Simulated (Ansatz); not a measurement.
## Electronic structure of Cl₂H₂O₃W (SMILES [O]=[W]([OH])([OH])([Cl])[Cl]) in real space

```yaml
atoms:
  - { symbol: O, position_ang: [-1.5929, -0.6733, 1.0073] }
  - { symbol: W, position_ang: [-0.3985, 0.0676, 0.0910] }
  - { symbol: O, position_ang: [1.3311, -0.5212, 0.6184] }
  - { symbol: O, position_ang: [-0.2126, -1.1463, -1.3125] }
  - { symbol: Cl, position_ang: [-1.3960, 1.5891, -1.3111] }
  - { symbol: Cl, position_ang: [0.0976, 1.8809, 1.4734] }
  - { symbol: H, position_ang: [1.7711, -0.0689, 1.3432] }
  - { symbol: H, position_ang: [0.4923, -1.1849, -1.9656] }
```

Geometry: PBE0-D4/def2-TZVP; core potentials replace the inner electrons of W.

Level of theory: RKS PBE0-D4/def2-TZVPP (Ansatz 0.2.0).

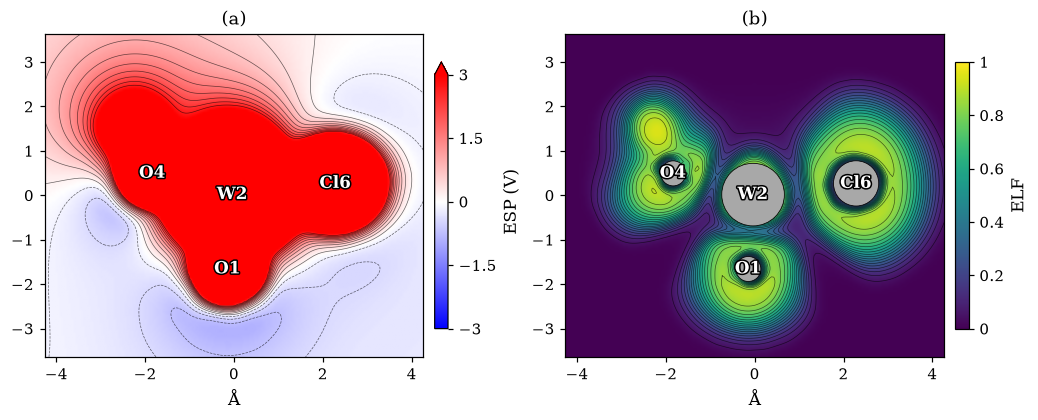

Figure 1. (a) molecular electrostatic potential; (b) ELF on the plane of atoms O1, W2 and Cl6. Grey discs cover the atomic cores in the ELF map.

What does the map show?

Answer. Atoms in the plane: O, W and Cl.
W–O (1.68 Å): the ELF peaks at about 0.80 in the valence shell of O, 0.5 Å from its nucleus, and drops to about 0.40 between the two atoms.
W–O (1.86 Å): the ELF peaks at about 0.85 in the valence shell of O, 0.6 Å from its nucleus, and drops to about 0.25 between the two atoms.
Outside the dense part of the molecule the potential is most negative (−0.9 V) near O1.

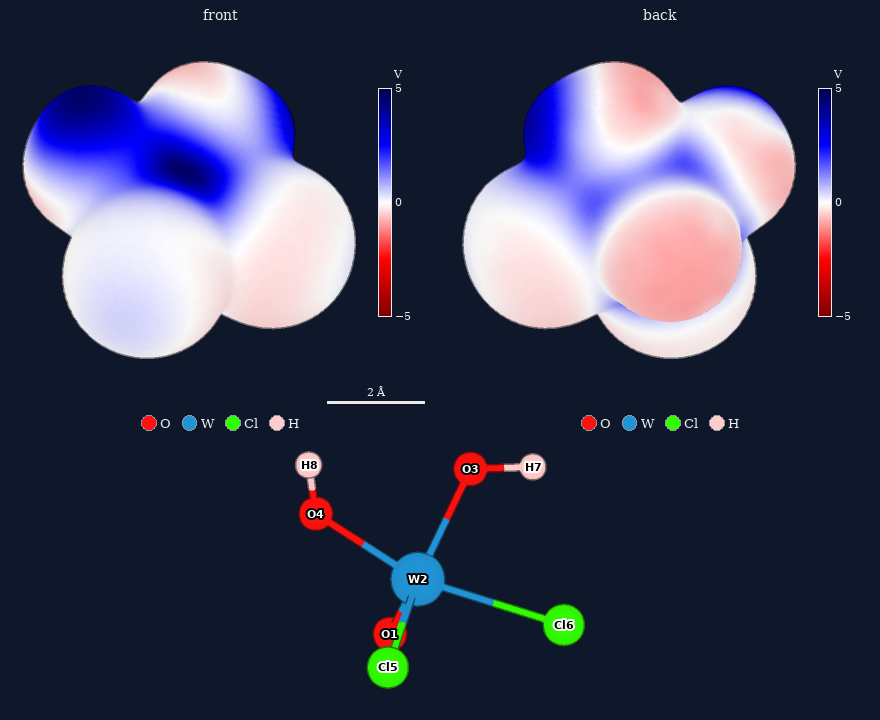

Figure 2. The electrostatic potential painted on the density surface at 0.004 e/bohr³, seen from the front and from behind; the colour scale runs from red (negative) to blue (positive). The bare structure is drawn below in the same view.

Describe the electrostatic potential map.

Answer. The most negative region (about −0.9 V) lies over O1, the most positive (about +4.5 V) over W2 and H8. Cl5 shows a σ-hole: about +0.4 V at the tip opposite its bond, against about −0.1 V on its flanks.

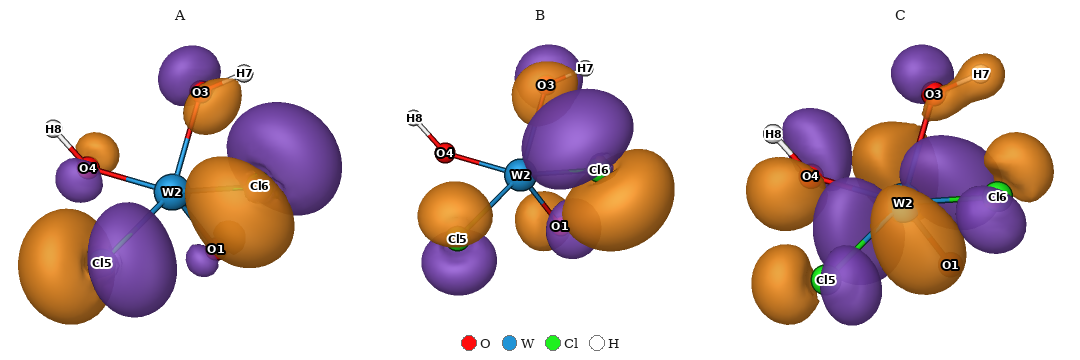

Figure 3. Three frontier orbitals at ±0.1 Å⁻³ᐟ² (orange and purple are the two phases), in no order.

Which picture is the HOMO−1, the HOMO and the LUMO?

Answer. B is the HOMO−1 (−9.20 eV). It lies mainly on Cl6 (about 70 %), Cl5 (about 10 %), O3 (about 10 %) and O1 (about 5 %); largely a lone pair of Cl6. A is the HOMO (−8.84 eV). By Hirshfeld shares it lies mainly on Cl6 (about 50 %) and Cl5 (about 35 %); largely a combination of lone pairs on Cl6 and Cl5. C is the LUMO (−3.77 eV). It lies mainly on W2 (about 60 %), O4 (about 10 %), Cl5 (about 10 %) and Cl6 (about 10 %).

What is the HOMO–LUMO gap?

Answer. 5.07 eV between the orbital energies.
